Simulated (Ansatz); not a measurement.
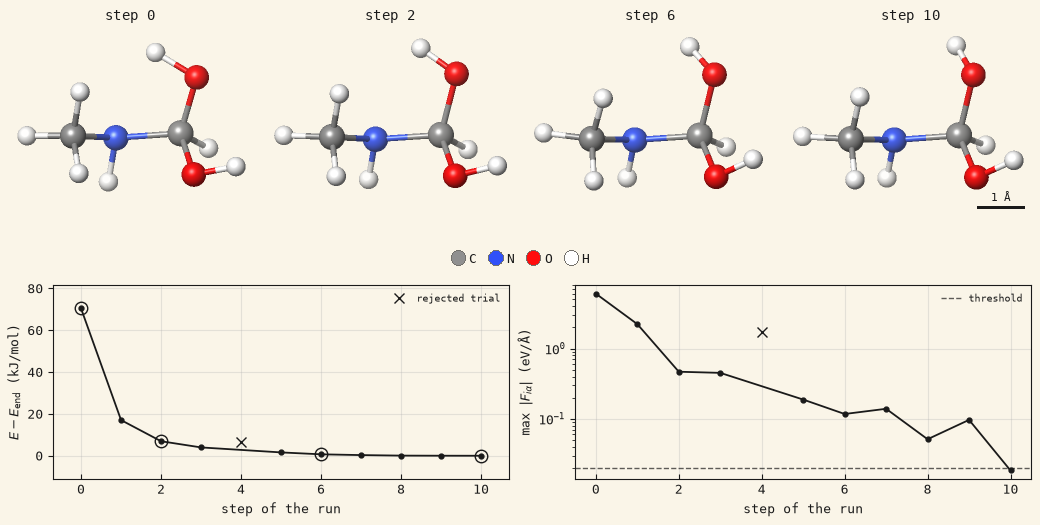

Frames of a relaxation of C$_{2}$H$_{7}$NO$_{2}$, marked on the history of the run. Style: ball-and-stick. Shown face on.

The run prepares an end point of a later path (hydrogen shift) calculation, from a guessed geometry.

The calculation used RKS BLYP-D4/def2-SVP in Ansatz.

Input
```yaml
crystal:
  periodic: [false, false, false]
  atoms:
    - { symbol: C, position_ang: [-0.4901, -0.2626, 1.3208] }
    - { symbol: "N", position_ang: [0.1677, -0.8792, 0.2133] }
    - { symbol: C, position_ang: [0.3972, -0.0085, -0.9196] }
    - { symbol: O, position_ang: [-0.6867, 0.2401, -1.5982] }
    - { symbol: O, position_ang: [0.9689, 1.2027, -0.5021] }
    - { symbol: H, position_ang: [0.0539, 0.6004, 1.7592] }
    - { symbol: H, position_ang: [-1.478, 0.1889, 0.9958] }
    - { symbol: H, position_ang: [-0.7008, -0.9371, 2.0872] }
    - { symbol: H, position_ang: [1.0891, -1.1288, 0.6179] }
    - { symbol: H, position_ang: [1.1347, -0.491, -1.5692] }
    - { symbol: H, position_ang: [-1.4063, -0.3164, -1.0837] }
    - { symbol: H, position_ang: [1.0274, 1.7363, -1.2875] }
basis:
  gaussian: { orbitals: def2-SVP }
hamiltonian:
  xc: blyp
  dispersion: d4
relax:
  f_tol: 0.02
  max_steps: 50
```

Command:
```bash
ansatz run input.yaml --threads 2 --pin off --max-ram 3072MiB --backend cpu --events-out ev --progress --plain --runs-dir out
```

### Describe the path.

Over 9 accepted moves (10 points after the start) the energy falls by 70.4 kJ/mol. Largest force component: 6 eV/Å at the start, 0.018 eV/Å at the end. The line search rejected the trial step at point 4 of the run. H11 moves most after the best rigid fit: 0.60 Å. By element the largest moves are H 0.60 Å, O 0.17 Å, C 0.13 Å, N 0.08 Å. Near-neighbour distances that change, for instance: C3–O4 1.303 → 1.424 Å, O4–H11 1.045 → 0.978 Å, C1–H8 1.042 → 1.108 Å, C1–N2 1.428 → 1.472 Å. Among the angles between lasting bonds that change: C1–N2–H9 102.2° → 111.6°, H6–C1–H7 103.3° → 107.5°, C3–O4–H11 102.4° → 106.2°. Groups turn about C3–O4 by about 50°. Cost: 24 s on 2 threads of Arm Neoverse V1, on a shared host, peak memory 0.14 GiB. From step 0 to 2: H11 moves most (0.17 Å), energy −63.5 kJ/mol. From step 2 to 6: H11 moves most (0.31 Å), energy −6.25 kJ/mol. From step 6 to 10: H11 moves most (0.14 Å), energy −0.69 kJ/mol.

| step | E − E(0), kJ/mol | largest force component, eV/Å | note |
| --- | --- | --- | --- |
| 0 | 0.00 | 6.0420 |  |
| 1 | -53.39 | 2.2258 |  |
| 2 | -63.51 | 0.4679 |  |
| 3 | -66.46 | 0.4508 |  |
| 4 | -63.81 | 1.7094 | rejected |
| 5 | -68.85 | 0.1879 |  |
| 6 | -69.76 | 0.1171 |  |
| 7 | -70.13 | 0.1389 |  |
| 8 | -70.38 | 0.0512 |  |
| 9 | -70.43 | 0.0965 |  |
| 10 | -70.45 | 0.0184 |  |
